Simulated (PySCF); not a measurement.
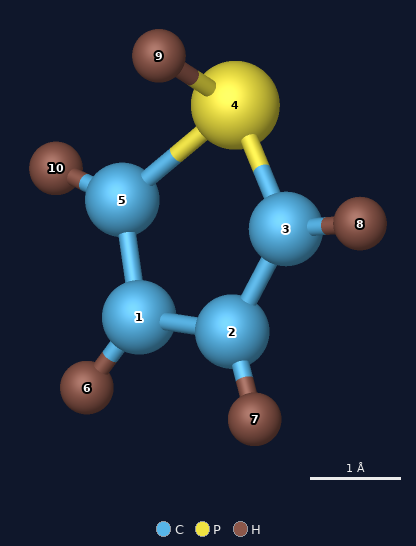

**Figure 1.** The structure as given in the input (ball-and-stick view, seen at a tilt; atoms are numbered from 1 in the order of the input).

## C₄H₅P: geometry relaxation

C₄H₅P, SMILES c1cc[pH]c1, computed with PBE0-D3(BJ)/def2-SVP geometry optimisation, gas phase (PySCF 2.14.0).

**Input file**
```
{"job": {"xc": "PBE0", "basis": "def2-SVP", "d3": "d3bj", "grid": 1, "shake": 0.01, "kind": "geom"}, "charge": 0, "multiplicity": 1}
C     -0.348470    -1.081940     0.270420
C      0.968580    -0.619240     0.000020
C      1.035890     0.658600    -0.428740
P     -0.549460     1.370030    -0.685600
C     -1.308960    -0.122260     0.035080
H     -0.581630    -2.044660     0.629880
H      1.834250    -1.261870     0.159050
H      1.981120     1.181400    -0.683160
H     -0.611540     2.149740     0.496560
H     -2.369350    -0.250740     0.185440
```

The first line tells a small driver script what to run in PySCF; the rest is the geometry in Å.

Machine: 1 CPU thread, shared host.

Run as:
```bash
OMP_NUM_THREADS=1 python <driver script> task.json out
```

**What the program printed**
```
step   0  E = -496.21263926  max force = 0.039613
step   1  E = -496.21752383  max force = 0.007115
step   2  E = -496.21775394  max force = 0.002659
step   3  E = -496.21776576  max force = 0.003093
step   4  E = -496.21781122  max force = 0.001053
step   5  E = -496.21780348  max force = 0.001502
step   6  E = -496.21782532  max force = 0.000324
optimisation converged
```

**Trajectory as extended XYZ (Å, eV, eV/Å), 7 frames, from step=0 to step=6**
```
10
Properties=species:S:1:pos:R:3:forces:R:3 step=0 energy=-13502.63367
C    -0.3485   -1.0819    0.2704   -1.5492   2.0370  -0.5834
C     0.9686   -0.6192    0.0000    0.8460  -0.2684   0.0112
C     1.0359    0.6586   -0.4287    1.9667   0.4895  -0.2238
P    -0.5495    1.3700   -0.6856   -1.1227  -0.2351  -0.0090
C    -1.3090   -0.1223    0.0351    0.9034  -0.4522   0.0335
H    -0.5816   -2.0447    0.6299   -0.2483  -1.4449   0.5053
H     1.8342   -1.2619    0.1590    0.1969  -0.0046  -0.0689
H     1.9811    1.1814   -0.6832   -0.4759  -0.3300   0.1601
H    -0.6115    2.1497    0.4966   -0.0510   0.3108   0.1126
H    -2.3693   -0.2507    0.1854   -0.4660  -0.1021   0.0624
10
Properties=species:S:1:pos:R:3:forces:R:3 step=1 energy=-13502.76659
C    -0.3033   -1.0026    0.3744    0.0838  -0.2774   0.3659
C     1.0572   -0.5726    0.0834   -0.0906  -0.0902   0.0369
C     1.1674    0.7365   -0.2482   -0.2318   0.0764  -0.1020
P    -0.4818    1.4616   -0.4344    0.0563  -0.0277   0.2230
C    -1.2310   -0.0183    0.2890   -0.1033   0.0684  -0.2412
H    -0.5353   -2.0301    0.6978    0.0567   0.2351  -0.1703
H     1.9080   -1.2554    0.1422    0.0191  -0.0370  -0.0199
H     2.0938    1.2405   -0.5168    0.0953   0.0410  -0.0142
H    -0.5205    2.3477    0.6887    0.0112  -0.0041  -0.0767
H    -2.3029   -0.1475    0.4658    0.1033   0.0154  -0.0014
10
Properties=species:S:1:pos:R:3:forces:R:3 step=2 energy=-13502.77285
C    -0.3005   -1.0039    0.3970    0.0338   0.0834  -0.0215
C     1.0545   -0.5742    0.0891    0.0029  -0.0050   0.0280
C     1.1595    0.7344   -0.2551    0.0234   0.0528  -0.0184
P    -0.4824    1.4701   -0.4212    0.0575  -0.1367   0.0022
C    -1.2274   -0.0199    0.2767   -0.1110  -0.0090   0.0386
H    -0.5340   -2.0287    0.7024   -0.0027   0.0344  -0.0462
H     1.9060   -1.2587    0.1378    0.0038   0.0077  -0.0097
H     2.0886    1.2367   -0.5307   -0.0028  -0.0164   0.0090
H    -0.5150    2.3532    0.7005    0.0028  -0.0162  -0.0055
H    -2.2976   -0.1494    0.4454   -0.0077   0.0051   0.0235
10
Properties=species:S:1:pos:R:3:forces:R:3 step=3 energy=-13502.77317
C    -0.2996   -0.9939    0.4002   -0.0160  -0.0945  -0.0216
C     1.0576   -0.5730    0.0935   -0.0548   0.0329  -0.0029
C     1.1637    0.7343   -0.2550   -0.0052   0.0344  -0.0013
P    -0.4810    1.4598   -0.4203   -0.0069   0.0245  -0.0283
C    -1.2375   -0.0200    0.2829    0.1591   0.0707  -0.0053
H    -0.5323   -2.0204    0.6893   -0.0166  -0.0790   0.0272
H     1.9064   -1.2615    0.1372   -0.0181   0.0058   0.0096
H     2.0928    1.2361   -0.5338   -0.0335  -0.0120   0.0112
H    -0.5119    2.3491    0.6948   -0.0013   0.0246   0.0011
H    -2.3067   -0.1508    0.4530   -0.0067  -0.0075   0.0102
10
Properties=species:S:1:pos:R:3:forces:R:3 step=4 energy=-13502.77441
C    -0.3009   -1.0000    0.4001    0.0149   0.0292  -0.0386
C     1.0537   -0.5713    0.0931    0.0450  -0.0450  -0.0030
C     1.1633    0.7360   -0.2547   -0.0541  -0.0037   0.0051
P    -0.4806    1.4611   -0.4223   -0.0002   0.0010   0.0037
C    -1.2322   -0.0197    0.2841    0.0091   0.0259   0.0087
H    -0.5345   -2.0278    0.6893   -0.0001  -0.0151   0.0095
H     1.9032   -1.2585    0.1368    0.0051  -0.0023   0.0076
H     2.0925    1.2363   -0.5324   -0.0054  -0.0081   0.0047
H    -0.5112    2.3521    0.6920   -0.0084   0.0159  -0.0034
H    -2.3018   -0.1486    0.4560   -0.0060   0.0023   0.0058
10
Properties=species:S:1:pos:R:3:forces:R:3 step=5 energy=-13502.77420
C    -0.2997   -1.0008    0.3958   -0.0115  -0.0265   0.0258
C     1.0568   -0.5763    0.0913   -0.0679   0.0470  -0.0172
C     1.1583    0.7325   -0.2537    0.0772   0.0267  -0.0227
P    -0.4822    1.4639   -0.4238    0.0273  -0.0644   0.0371
C    -1.2287   -0.0169    0.2864   -0.0529  -0.0247  -0.0013
H    -0.5358   -2.0287    0.6874   -0.0031   0.0246  -0.0078
H     1.9075   -1.2619    0.1372   -0.0025   0.0085  -0.0017
H     2.0869    1.2337   -0.5292    0.0224   0.0130  -0.0050
H    -0.5134    2.3591    0.6880    0.0055   0.0000  -0.0087
H    -2.2981   -0.1451    0.4624    0.0055  -0.0041   0.0014
10
Properties=species:S:1:pos:R:3:forces:R:3 step=6 energy=-13502.77479
C    -0.3008   -1.0003    0.3973    0.0030  -0.0030   0.0043
C     1.0547   -0.5744    0.0909   -0.0047  -0.0035  -0.0039
C     1.1617    0.7339   -0.2548   -0.0034   0.0062  -0.0063
P    -0.4808    1.4611   -0.4224    0.0061  -0.0115   0.0167
C    -1.2312   -0.0180    0.2877   -0.0001   0.0067  -0.0055
H    -0.5357   -2.0282    0.6876   -0.0007   0.0005   0.0001
H     1.9046   -1.2610    0.1362   -0.0004   0.0002  -0.0009
H     2.0911    1.2343   -0.5313    0.0000  -0.0004   0.0008
H    -0.5116    2.3582    0.6874   -0.0007   0.0049  -0.0066
H    -2.3004   -0.1461    0.4633    0.0010  -0.0002   0.0013
```

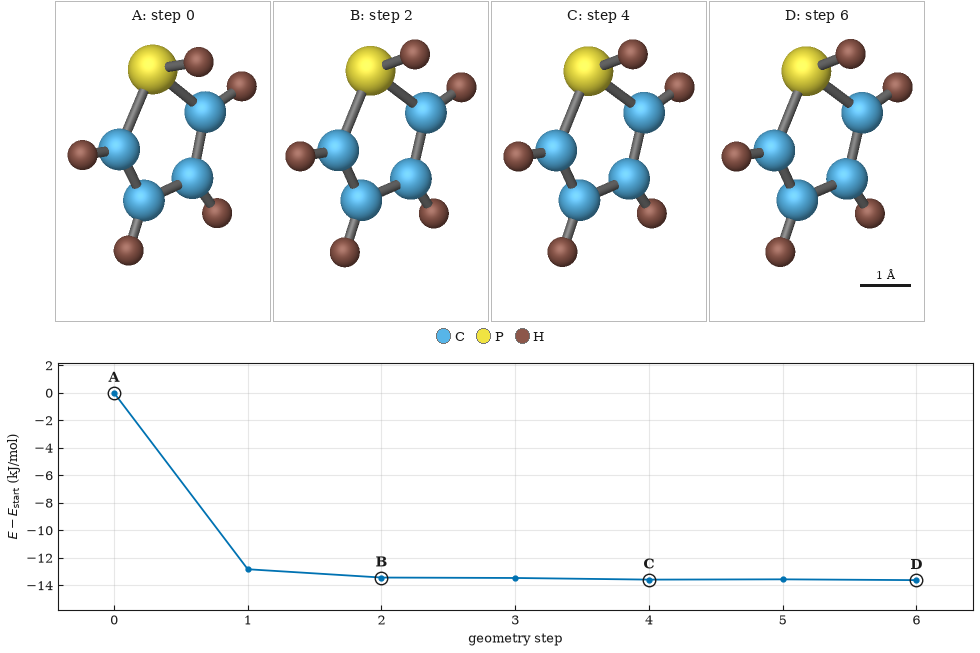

**Figure 2.** Frames of the relaxation (ball-and-stick view, seen at a tilt) above the curves, on which the letters mark them (steps are counted from 0).

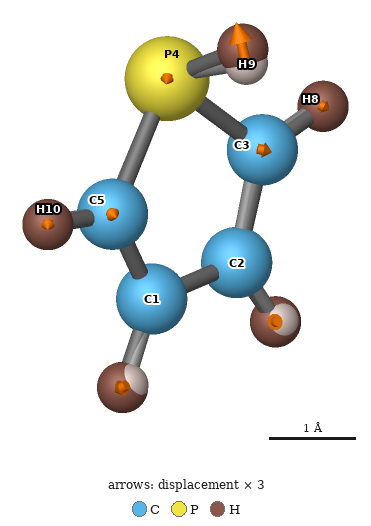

**Figure 3.** Start (faint) and end (solid) with the displacements as orange arrows, magnified 3 times (ball-and-stick view, seen at a tilt). The two geometries are laid on each other by the best rigid fit. The largest move after the best rigid fit is that of H9, 0.17 Å. By element the largest moves are H 0.17 Å, C 0.06 Å, P 0.04 Å. Among the contacts that change: C3–P4 1.757 → 1.804 Å, C1–H6 1.054 → 1.094 Å, C1–C2 1.422 → 1.454 Å, C1–C5 1.378 → 1.357 Å. Among the angles that change: C5–P4–H9 95.9° → 101.6°, C3–P4–H9 98.1° → 101.6°, C2–C3–P4 112.6° → 109.9°. After 6 geometry steps the energy has fallen by 13.6 kJ/mol. The largest force component goes from 2 to 0.017 eV/Å. (Atoms are counted from 1 in the order of the input.)

**Key numbers**

- outcome: converged
- total energy: −496.217825 hartree
- dipole moment: 0.74 D
- point group: Cs
- wall time: 18 s
- peak memory: 0.41 GiB
